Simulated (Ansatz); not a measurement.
## Electronic structure of C12H13NSi (SMILES [SiH3]N(c1ccccc1)c1ccccc1) in real space

```xyz
27

Si   -2.1064   -1.1989    1.1305
N    -0.7431   -0.4571    0.3352
C    -0.9122    0.6228   -0.5418
C    -2.1060    1.3471   -0.5480
C    -2.3014    2.3819   -1.4475
C    -1.3092    2.7300   -2.3497
C    -0.1171    2.0194   -2.3419
C     0.0838    0.9764   -1.4560
C     0.5746   -0.8580    0.6774
C     1.4516    0.0485    1.2683
C     2.7321   -0.3450    1.6153
C     3.1499   -1.6500    1.3901
C     2.2783   -2.5553    0.8062
C     0.9997   -2.1600    0.4423
H    -1.5989   -2.4256    1.7849
H    -3.1566   -1.5200    0.1310
H    -2.7130   -0.3136    2.1644
H    -2.8875    1.1159    0.1687
H    -3.2379    2.9278   -1.4300
H    -1.4607    3.5442   -3.0478
H     0.6699    2.2736   -3.0432
H     1.0150    0.4243   -1.4718
H     1.1181    1.0642    1.4475
H     3.4054    0.3693    2.0753
H     4.1510   -1.9578    1.6683
H     2.5965   -3.5748    0.6201
H     0.3225   -2.8596   -0.0341
```

Geometry: PBE0-D4/def2-TZVP.

These are results of RKS PBE0-D4/def2-TZVPP in Ansatz 0.2.0, not measurements.

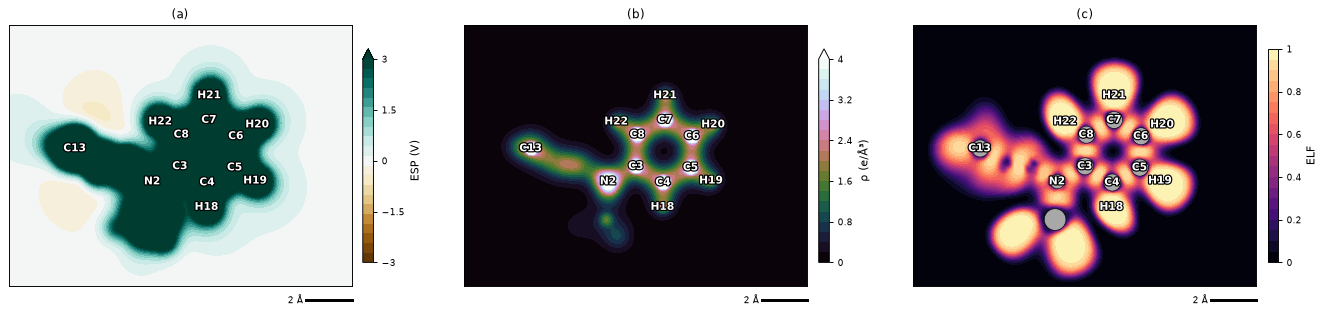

Figure 1. (a) molecular electrostatic potential; (b) electron density; (c) electron localisation function on the plane of atoms C4, C3 and C8. Grey discs cover the atomic cores in the ELF map.

> What does the map show?

Atoms in the plane: N, C and H. C–C (1.38 Å): ρ is about 2.2 e/Å³ halfway; the ELF peaks at about 0.95 between the atoms, as expected for localised, covalent bonding. C–N (1.40 Å): the density is about 2.1 e/Å³ at the midpoint; the ELF peaks at about 0.90 between the atoms (localised, covalent bonding). C–H (1.08 Å): ρ at the midpoint is about 2.1 e/Å³; the ELF climbs to about 1 towards the hydrogen, as it does in any bond to H: a covalent bond by its length. Outside the dense part of the molecule the potential is most negative (−0.5 V) near C13.

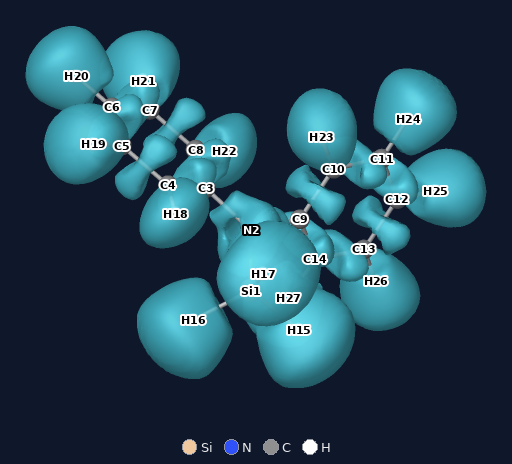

Figure 2. Isosurface of the ELF at 0.75 (cyan), seen at a tilt. Only the valence region is drawn (cores and ρ < 0.01 e/Å³ removed).

> Identify the bonds, lone pairs and shells in this picture.

The ELF exceeds this value in twelve regions between bonded C–C atoms (shared pairs), 13 regions around hydrogen nuclei and one region on N in which the atom's valence shell and bonds are merged.

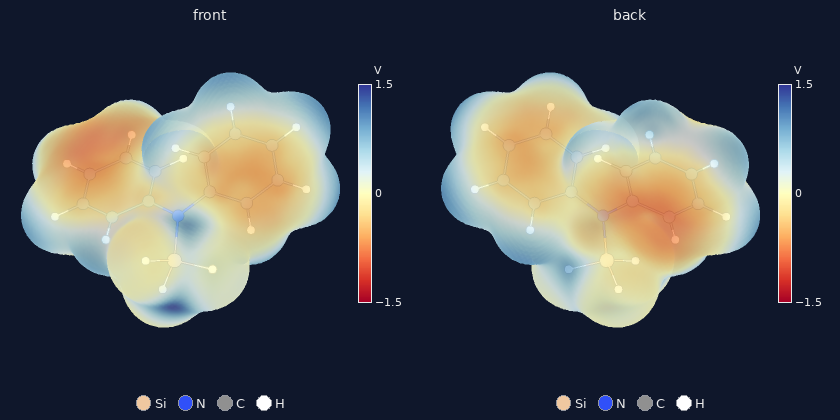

Figure 3. The electrostatic potential painted on the density surface at 0.002 e/bohr³, seen from the front and from behind; red is negative and blue positive.

> Where is the surface potential most negative and most positive?

The most negative region (about −0.8 V, or −18 kcal/mol for a unit charge) lies over the π face of C5, C6, C7 and C8, the most positive (about +1.1 V, or +25 kcal/mol for a unit charge) over Si1.

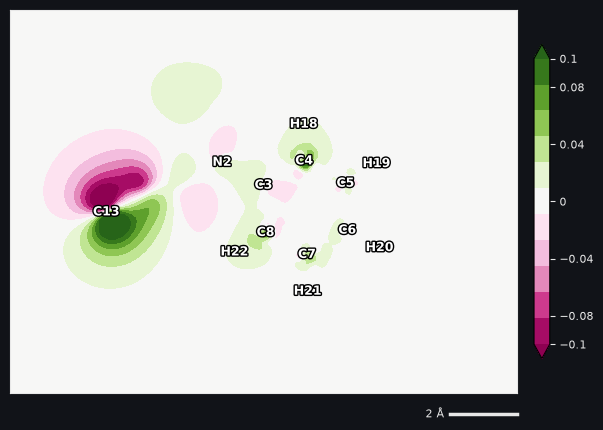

Figure 4. The HOMO−1 on the plane of atoms C6, C7 and C8 (values in Å⁻³ᐟ²; the overall sign is arbitrary).

> Where does this orbital lie, and at what energy?

It lies mainly on C7 (about 20 %), C4 (about 20 %), C8 (about 15 %) and C5 (about 15 %). Its energy is −7.25 eV.
